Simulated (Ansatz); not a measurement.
# Run report: CH$_{5}$OSi, geometry relaxation (part 1 of 2)

CH$_{5}$OSi, multiplicity 2, computed with UKS PBE0-D4/def2-TZVP (Ansatz 0.2.0).

The geometry is a transition state displaced along its imaginary mode. The reaction was set up to form H1–Si4 and to break H1–C2 (atoms counted from 1 in the order of the input); sticks are drawn by distance alone. Figures and captions count atoms from 1; the log counts them from 0 in places.

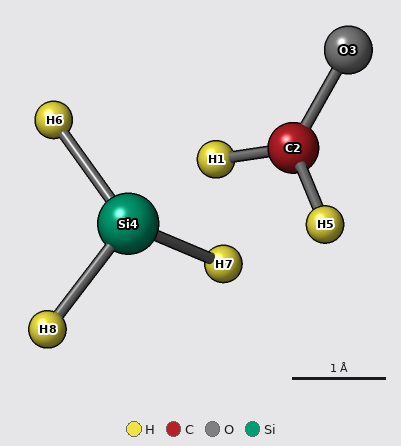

Figure 1. The input geometry (ball-and-stick view, seen at a tilt; atoms are numbered from 1 in the order of the input). Bond lengths as drawn: C–H 0.98 to 1.17 Å, C–O 1.22 Å and H–Si 1.49 Å.

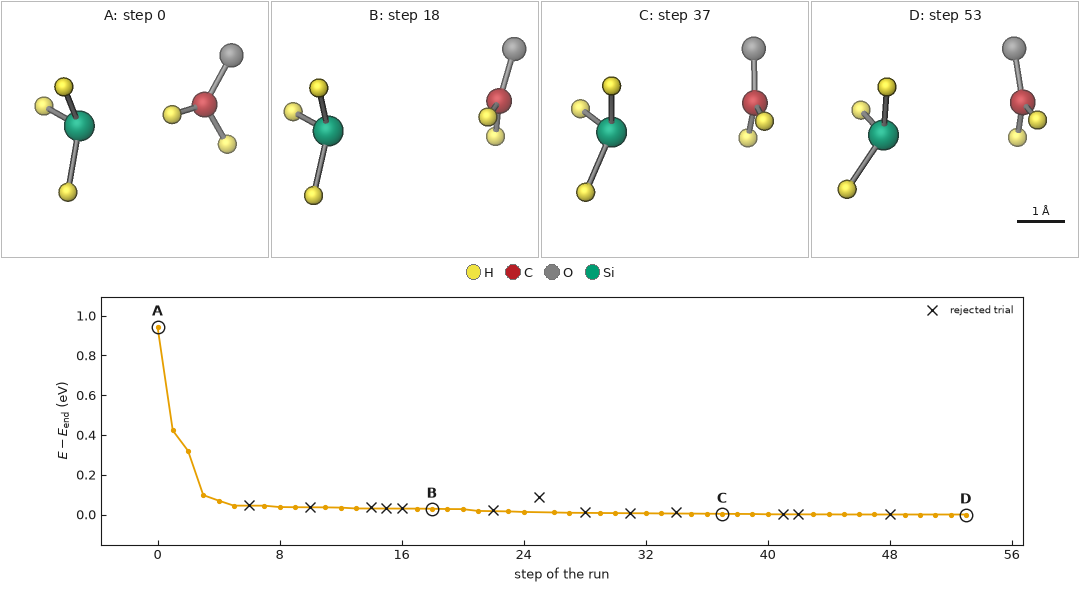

Figure 2. Frames of the relaxation (ball-and-stick view, seen at a tilt) above the curves, on which the letters mark them (the first geometry is step 0 here and step 1 in the log).

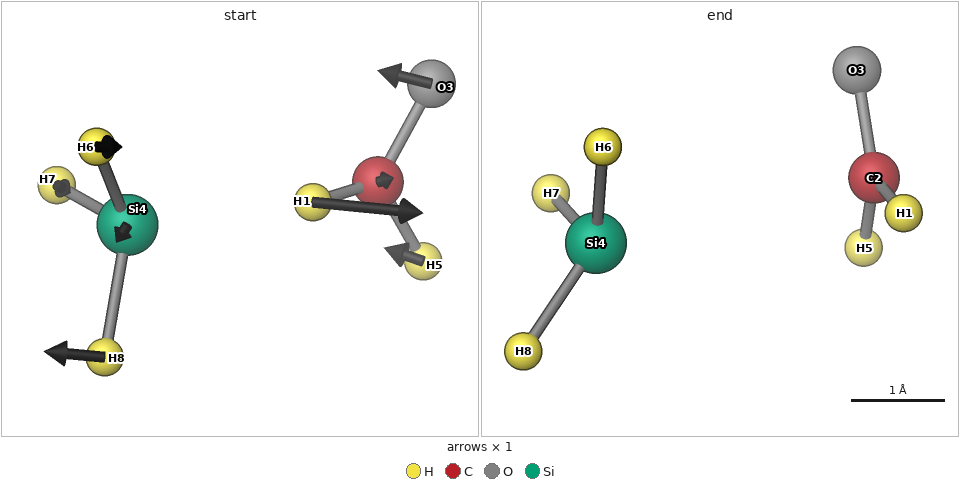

Figure 3. Before (left) and after (right) the relaxation, at one scale (ball-and-stick view, seen at a tilt). The black arrows give the displacements, at true length. After 53 geometry steps the energy has fallen by 0.945 eV. The largest force component goes from 7.8 to 0.00029 eV/Å. The line search rejected the trial steps at points 6, 10, 14, 15, 16, 22, 25, 28 and more (counted from 0) and went back. H1 moves most after the best rigid fit: 1.28 Å. By element the largest moves are H 1.28 Å, O 0.62 Å, Si 0.24 Å, C 0.20 Å. Among the contacts that change: H1–C2 0.980 → 1.108 Å, C2–H5 1.166 → 1.108 Å, C2–O3 1.217 → 1.199 Å. Among the angles that change: O3–C2–H5 115.3° → 122.1°, H1–C2–H5 119.0° → 115.8°, H1–C2–O3 124.3° → 122.1°. (Atoms are counted from 1 in the order of the input.)

The input that produced these results follows, with the program's output.

Input file:
```yaml
crystal:
  periodic: [false, false, false]
  atoms:
    - {symbol: H, position_ang: [0.385530, -0.625639, -0.273588]}
    - {symbol: C, position_ang: [0.589554, -0.885064, -1.196716]}
    - {symbol: O, position_ang: [1.682062, -0.760416, -1.719111]}
    - {symbol: Si, position_ang: [-0.481061, 0.731295, 1.020185]}
    - {symbol: H, position_ang: [-0.163808, -1.563783, -1.773009]}
    - {symbol: H, position_ang: [0.554196, 1.119087, 2.015221]}
    - {symbol: H, position_ang: [-0.928435, 1.914322, 0.241657]}
    - {symbol: H, position_ang: [-1.638040, 0.070198, 1.685361]}
basis:
  gaussian: {orbitals: def2-TZVP}
magnetization: {spin_polarized: true, initial_magnetization: 1}
hamiltonian: {xc: pbe0, dispersion: d4}
relax: {f_tol: 0.005, max_steps: 200}
```

Run as:
```bash
ansatz run in.yaml --threads 4 --pin off --events-out ev --progress --plain --max-ram 9574MiB
```

Log:
```
Functional definition: PBE0
  name "PBE0"
  cite "Adamo & Barone, J. Chem. Phys. 110, 6158 (1999) doi:10.1063/1.478522"
  cite "Perdew, Burke & Ernzerhof, Phys. Rev. Lett. 77, 3865 (1996) doi:10.1103/PhysRevLett.77.3865"
  parent pbe
  parameter a = 0.25
  parameter kappa = 0.804
  parameter beta = 0.06672455060314922
  exchange = (1 - a)*pbe_x(kappa = kappa, mu = beta*pi^2/3) + a*exact_x
  correlation = pbe_c(beta = beta)
819 factors; their error is unknown
mean field evaluation 1: about -11027.0277 eV, gradient 3.7e1 eV
mean field evaluation 2: about -10960.2964 eV, gradient 1.0e2 eV
mean field evaluation 4: about -11033.5312 eV, gradient 8.9e0 eV
mean field evaluation 8: about -11034.0050 eV, gradient 1.2e-1 eV
mean field evaluation 16: about -11034.0381 eV, gradient 3.0e-3 eV
mean field -11034.03810807 eV, -405.4934213321 hartree, gradient 2.5e-5 eV, S^2 0.755303; 0 other end points of the search recorded, 0 dependent functions left out
the calculation of the forces begins
reference -11034.03814082 eV, -405.4934225353 hartree; 17, 16 occupied and 112, 113 virtual orbitals, 819 factors
relax step   1: F+E_penalty+E_count = -11034.13022483 eV  Δ(F+E_penalty+E_count) = +0.000e0 eV  max|allowed force component| = 7.797e0 eV/Å  Δτ_max = 0.0000 Å  (37 SCF iters, accepted)
these checks for a lower state are left out or cut short: starts, cluster_reference, orbital_swaps, neighbouring_geometries, increment
819 factors; their error is unknown
mean field -11034.56354716 eV, -405.5127308624 hartree, gradient 1.2e-5 eV, S^2 0.757668; 0 other end points of the search recorded, 0 dependent functions left out
[... from here on the field's lines of each further geometry are left out, up to the last ...]
relax step   2: F+E_penalty+E_count = -11034.65267470 eV  Δ(F+E_penalty+E_count) = -5.224e-1 eV  max|allowed force component| = 3.931e0 eV/Å  Δτ_max = 0.1947 Å  (43 SCF iters, accepted)
relax step   3: F+E_penalty+E_count = -11034.75492263 eV  Δ(F+E_penalty+E_count) = -1.022e-1 eV  max|allowed force component| = 3.487e0 eV/Å  Δτ_max = 0.1998 Å  (43 SCF iters, accepted)
relax step   4: F+E_penalty+E_count = -11034.97799768 eV  Δ(F+E_penalty+E_count) = -2.231e-1 eV  max|allowed force component| = 1.737e0 eV/Å  Δτ_max = 0.1791 Å  (36 SCF iters, accepted)
relax step   5: F+E_penalty+E_count = -11035.00549628 eV  Δ(F+E_penalty+E_count) = -2.750e-2 eV  max|allowed force component| = 9.485e-1 eV/Å  Δτ_max = 0.0860 Å  (37 SCF iters, accepted)
relax step   6: F+E_penalty+E_count = -11035.03098344 eV  Δ(F+E_penalty+E_count) = -2.549e-2 eV  max|allowed force component| = 8.128e-2 eV/Å  Δτ_max = 0.1999 Å  (37 SCF iters, accepted)
relax step   7: F+E_penalty+E_count = -11035.02875054 eV  Δ(F+E_penalty+E_count) = +2.233e-3 eV  max|allowed force component| = 3.478e-1 eV/Å  Δτ_max = 0.0771 Å  (37 SCF iters, rejected (line search))
relax step   8: F+E_penalty+E_count = -11035.03119612 eV  Δ(F+E_penalty+E_count) = -2.127e-4 eV  max|allowed force component| = 2.849e-1 eV/Å  Δτ_max = 0.0375 Å  (36 SCF iters, accepted)
relax step   9: F+E_penalty+E_count = -11035.03812097 eV  Δ(F+E_penalty+E_count) = -6.925e-3 eV  max|allowed force component| = 5.296e-2 eV/Å  Δτ_max = 0.0925 Å  (37 SCF iters, accepted)
relax step  10: F+E_penalty+E_count = -11035.03889484 eV  Δ(F+E_penalty+E_count) = -7.739e-4 eV  max|allowed force component| = 7.335e-2 eV/Å  Δτ_max = 0.0541 Å  (36 SCF iters, accepted)
relax step  11: F+E_penalty+E_count = -11035.03709443 eV  Δ(F+E_penalty+E_count) = +1.800e-3 eV  max|allowed force component| = 3.904e-1 eV/Å  Δτ_max = 0.1804 Å  (36 SCF iters, rejected (line search))
relax step  12: F+E_penalty+E_count = -11035.03972086 eV  Δ(F+E_penalty+E_count) = -8.260e-4 eV  max|allowed force component| = 6.137e-2 eV/Å  Δτ_max = 0.0285 Å  (35 SCF iters, accepted)
relax step  13: F+E_penalty+E_count = -11035.04089968 eV  Δ(F+E_penalty+E_count) = -1.179e-3 eV  max|allowed force component| = 1.960e-1 eV/Å  Δτ_max = 0.0985 Å  (36 SCF iters, accepted)
relax step  14: F+E_penalty+E_count = -11035.04520768 eV  Δ(F+E_penalty+E_count) = -4.308e-3 eV  max|allowed force component| = 3.968e-2 eV/Å  Δτ_max = 0.1316 Å  (36 SCF iters, accepted)
relax step  15: F+E_penalty+E_count = -11035.03538199 eV  Δ(F+E_penalty+E_count) = +9.826e-3 eV  max|allowed force component| = 5.556e-1 eV/Å  Δτ_max = 0.1951 Å  (41 SCF iters, rejected (line search))
relax step  16: F+E_penalty+E_count = -11035.04048468 eV  Δ(F+E_penalty+E_count) = +4.723e-3 eV  max|allowed force component| = 1.505e-1 eV/Å  Δτ_max = 0.0830 Å  (37 SCF iters, rejected (line search))
relax step  17: F+E_penalty+E_count = -11035.04460001 eV  Δ(F+E_penalty+E_count) = +6.077e-4 eV  max|allowed force component| = 2.311e-1 eV/Å  Δτ_max = 0.0405 Å  (37 SCF iters, rejected (line search))
relax step  18: F+E_penalty+E_count = -11035.04605087 eV  Δ(F+E_penalty+E_count) = -8.432e-4 eV  max|allowed force component| = 1.621e-2 eV/Å  Δτ_max = 0.0197 Å  (36 SCF iters, accepted)
relax step  19: F+E_penalty+E_count = -11035.04667020 eV  Δ(F+E_penalty+E_count) = -6.193e-4 eV  max|allowed force component| = 2.348e-1 eV/Å  Δτ_max = 0.0976 Å  (37 SCF iters, accepted)
relax step  20: F+E_penalty+E_count = -11035.04815874 eV  Δ(F+E_penalty+E_count) = -1.489e-3 eV  max|allowed force component| = 1.755e-1 eV/Å  Δτ_max = 0.0264 Å  (37 SCF iters, accepted)
relax step  21: F+E_penalty+E_count = -11035.04850546 eV  Δ(F+E_penalty+E_count) = -3.467e-4 eV  max|allowed force component| = 1.671e-1 eV/Å  Δτ_max = 0.0054 Å  (30 SCF iters, accepted)
relax step  22: F+E_penalty+E_count = -11035.05753977 eV  Δ(F+E_penalty+E_count) = -9.034e-3 eV  max|allowed force component| = 1.982e-1 eV/Å  Δτ_max = 0.1978 Å  (37 SCF iters, accepted)
relax step  23: F+E_penalty+E_count = -11035.05399069 eV  Δ(F+E_penalty+E_count) = +3.549e-3 eV  max|allowed force component| = 4.925e-1 eV/Å  Δτ_max = 0.1915 Å  (41 SCF iters, rejected (line search))
relax step  24: F+E_penalty+E_count = -11035.05998869 eV  Δ(F+E_penalty+E_count) = -2.449e-3 eV  max|allowed force component| = 9.540e-2 eV/Å  Δτ_max = 0.0695 Å  (37 SCF iters, accepted)
relax step  25: F+E_penalty+E_count = -11035.06276205 eV  Δ(F+E_penalty+E_count) = -2.773e-3 eV  max|allowed force component| = 1.261e-1 eV/Å  Δτ_max = 0.0954 Å  (38 SCF iters, accepted)
relax step  26: F+E_penalty+E_count = -11034.98555269 eV  Δ(F+E_penalty+E_count) = +7.721e-2 eV  max|allowed force component| = 1.418e0 eV/Å  Δτ_max = 0.1462 Å  (38 SCF iters, rejected (line search))
relax step  27: F+E_penalty+E_count = -11035.06531125 eV  Δ(F+E_penalty+E_count) = -2.549e-3 eV  max|allowed force component| = 1.184e-1 eV/Å  Δτ_max = 0.0731 Å  (38 SCF iters, accepted)
relax step  28: F+E_penalty+E_count = -11035.06690069 eV  Δ(F+E_penalty+E_count) = -1.589e-3 eV  max|allowed force component| = 2.747e-2 eV/Å  Δτ_max = 0.0505 Å  (37 SCF iters, accepted)
relax step  29: F+E_penalty+E_count = -11035.06365871 eV  Δ(F+E_penalty+E_count) = +3.242e-3 eV  max|allowed force component| = 3.263e-1 eV/Å  Δτ_max = 0.1100 Å  (39 SCF iters, rejected (line search))
relax step  30: F+E_penalty+E_count = -11035.06795655 eV  Δ(F+E_penalty+E_count) = -1.056e-3 eV  max|allowed force component| = 7.738e-2 eV/Å  Δτ_max = 0.0550 Å  (38 SCF iters, accepted)
relax step  31: F+E_penalty+E_count = -11035.06860262 eV  Δ(F+E_penalty+E_count) = -6.461e-4 eV  max|allowed force component| = 1.331e-1 eV/Å  Δτ_max = 0.0429 Å  (37 SCF iters, accepted)
relax step  32: F+E_penalty+E_count = -11035.06712919 eV  Δ(F+E_penalty+E_count) = +1.473e-3 eV  max|allowed force component| = 1.679e-1 eV/Å  Δτ_max = 0.0807 Å  (38 SCF iters, rejected (line search))
relax step  33: F+E_penalty+E_count = -11035.06954741 eV  Δ(F+E_penalty+E_count) = -9.448e-4 eV  max|allowed force component| = 8.771e-2 eV/Å  Δτ_max = 0.0404 Å  (38 SCF iters, accepted)
relax step  34: F+E_penalty+E_count = -11035.07026489 eV  Δ(F+E_penalty+E_count) = -7.175e-4 eV  max|allowed force component| = 6.335e-2 eV/Å  Δτ_max = 0.0410 Å  (38 SCF iters, accepted)
relax step  35: F+E_penalty+E_count = -11035.06389260 eV  Δ(F+E_penalty+E_count) = +6.372e-3 eV  max|allowed force component| = 4.824e-1 eV/Å  Δτ_max = 0.0621 Å  (39 SCF iters, rejected (line search))
relax step  36: F+E_penalty+E_count = -11035.07102815 eV  Δ(F+E_penalty+E_count) = -7.633e-4 eV  max|allowed force component| = 2.766e-2 eV/Å  Δτ_max = 0.0310 Å  (37 SCF iters, accepted)
relax step  37: F+E_penalty+E_count = -11035.07159889 eV  Δ(F+E_penalty+E_count) = -5.707e-4 eV  max|allowed force component| = 4.727e-2 eV/Å  Δτ_max = 0.0306 Å  (38 SCF iters, accepted)
relax step  38: F+E_penalty+E_count = -11035.07222625 eV  Δ(F+E_penalty+E_count) = -6.274e-4 eV  max|allowed force component| = 1.047e-1 eV/Å  Δτ_max = 0.0466 Å  (38 SCF iters, accepted)
relax step  39: F+E_penalty+E_count = -11035.07268581 eV  Δ(F+E_penalty+E_count) = -4.596e-4 eV  max|allowed force component| = 1.133e-1 eV/Å  Δτ_max = 0.0520 Å  (38 SCF iters, accepted)
relax step  40: F+E_penalty+E_count = -11035.07309329 eV  Δ(F+E_penalty+E_count) = -4.075e-4 eV  max|allowed force component| = 8.505e-2 eV/Å  Δτ_max = 0.0191 Å  (38 SCF iters, accepted)
relax step  41: F+E_penalty+E_count = -11035.07457203 eV  Δ(F+E_penalty+E_count) = -1.479e-3 eV  max|allowed force component| = 8.160e-3 eV/Å  Δτ_max = 0.0561 Å  (37 SCF iters, accepted)
relax step  42: F+E_penalty+E_count = -11035.07164463 eV  Δ(F+E_penalty+E_count) = +2.927e-3 eV  max|allowed force component| = 4.456e-1 eV/Å  Δτ_max = 0.1332 Å  (37 SCF iters, rejected (line search))
relax step  43: F+E_penalty+E_count = -11035.07331585 eV  Δ(F+E_penalty+E_count) = +1.256e-3 eV  max|allowed force component| = 2.604e-1 eV/Å  Δτ_max = 0.0644 Å  (37 SCF iters, rejected (line search))
relax step  44: F+E_penalty+E_count = -11035.07493939 eV  Δ(F+E_penalty+E_count) = -3.674e-4 eV  max|allowed force component| = 4.655e-2 eV/Å  Δτ_max = 0.0314 Å  (36 SCF iters, accepted)
relax step  45: F+E_penalty+E_count = -11035.07502317 eV  Δ(F+E_penalty+E_count) = -8.377e-5 eV  max|allowed force component| = 1.104e-1 eV/Å  Δτ_max = 0.0984 Å  (37 SCF iters, accepted)
relax step  46: F+E_penalty+E_count = -11035.07545093 eV  Δ(F+E_penalty+E_count) = -4.278e-4 eV  max|allowed force component| = 1.957e-2 eV/Å  Δτ_max = 0.0273 Å  (37 SCF iters, accepted)
relax step  47: F+E_penalty+E_count = -11035.07547429 eV  Δ(F+E_penalty+E_count) = -2.336e-5 eV  max|allowed force component| = 1.302e-2 eV/Å  Δτ_max = 0.0019 Å  (29 SCF iters, accepted)
relax step  48: F+E_penalty+E_count = -11035.07556720 eV  Δ(F+E_penalty+E_count) = -9.291e-5 eV  max|allowed force component| = 4.909e-3 eV/Å  Δτ_max = 0.0200 Å  (37 SCF iters, accepted)
relax step  49: F+E_penalty+E_count = -11035.07500951 eV  Δ(F+E_penalty+E_count) = +5.577e-4 eV  max|allowed force component| = 9.369e-2 eV/Å  Δτ_max = 0.0582 Å  (38 SCF iters, rejected (line search))
relax step  50: F+E_penalty+E_count = -11035.07560680 eV  Δ(F+E_penalty+E_count) = -3.960e-5 eV  max|allowed force component| = 2.598e-2 eV/Å  Δτ_max = 0.0284 Å  (38 SCF iters, accepted)
relax step  51: F+E_penalty+E_count = -11035.07562983 eV  Δ(F+E_penalty+E_count) = -2.303e-5 eV  max|allowed force component| = 8.317e-3 eV/Å  Δτ_max = 0.0077 Å  (38 SCF iters, accepted)
relax step  52: F+E_penalty+E_count = -11035.07563113 eV  Δ(F+E_penalty+E_count) = -1.297e-6 eV  max|allowed force component| = 8.117e-3 eV/Å  Δτ_max = 0.0006 Å  (28 SCF iters, accepted)
relax step  53: F+E_penalty+E_count = -11035.07563335 eV  Δ(F+E_penalty+E_count) = -2.227e-6 eV  max|allowed force component| = 6.614e-3 eV/Å  Δτ_max = 0.0025 Å  (30 SCF iters, accepted)
the calculation of the forces begins
reference -11034.98404778 eV, -405.5281839751 hartree; 17, 16 occupied and 112, 113 virtual orbitals, 819 factors
relax step  54: F+E_penalty+E_count = -11035.07563633 eV  Δ(F+E_penalty+E_count) = -2.976e-6 eV  max|allowed force component| = 2.926e-4 eV/Å  Δτ_max = 0.0015 Å  (30 SCF iters, accepted)
819 factors; their error is unknown
mean field -11034.98401408 eV, -405.5281827366 hartree, gradient 1.5e-5 eV, S^2 0.753709; 1 other end points of the search recorded, 0 dependent functions left out
the calculation of the forces begins
reference -11034.98404778 eV, -405.5281839751 hartree; 17, 16 occupied and 112, 113 virtual orbitals, 819 factors
Total energy: -11035.07567003 eV, -405.5315510306 hartree
Atom 0 at     0.950363    -1.776523    -0.379780 Å, force     0.000021     0.000121    -0.000045 eV/Å
Atom 1 at     0.746045    -1.045361    -1.187119 Å, force    -0.000286    -0.000293    -0.000010 eV/Å
Atom 2 at     1.551613    -0.222135    -1.520170 Å, force     0.000139     0.000287    -0.000008 eV/Å
Atom 3 at    -0.731909     0.764105     1.038751 Å, force    -0.000270     0.000099    -0.000101 eV/Å
Atom 4 at    -0.239478    -1.140228    -1.685019 Å, force     0.000116     0.000003     0.000180 eV/Å
Atom 5 at     0.570879     0.971727     1.717452 Å, force     0.000122    -0.000202     0.000098 eV/Å
Atom 6 at    -0.996497     1.795982     0.006133 Å, force     0.000016    -0.000059    -0.000113 eV/Å
Atom 7 at    -1.851019     0.652433     2.009752 Å, force     0.000142     0.000043    -0.000001 eV/Å
Dipole moment:    -0.340358    -0.275116     0.176167 e Å
```

Trajectory as extended XYZ (Å, eV, eV/Å), 26 of the 54 frames kept, from step=1 to step=54:
```
8
Properties=species:S:1:pos:R:3:forces:R:3 step=1 energy=-11034.13023
H     0.3855   -0.6256   -0.2736   -1.0820   1.5550   5.0691
C     0.5896   -0.8851   -1.1967    2.6028  -4.3029  -7.7968
O     1.6821   -0.7604   -1.7191   -1.3244   0.6251   0.9271
Si   -0.4811    0.7313    1.0202   -0.5184   0.8252   0.9541
H    -0.1638   -1.5638   -1.7730    0.3253   1.2879   0.9087
H     0.5542    1.1191    2.0152   -0.0021  -0.0118  -0.0088
H    -0.9284    1.9143    0.2417   -0.0101   0.0099  -0.0442
H    -1.6380    0.0702    1.6854    0.0089   0.0116  -0.0093
```
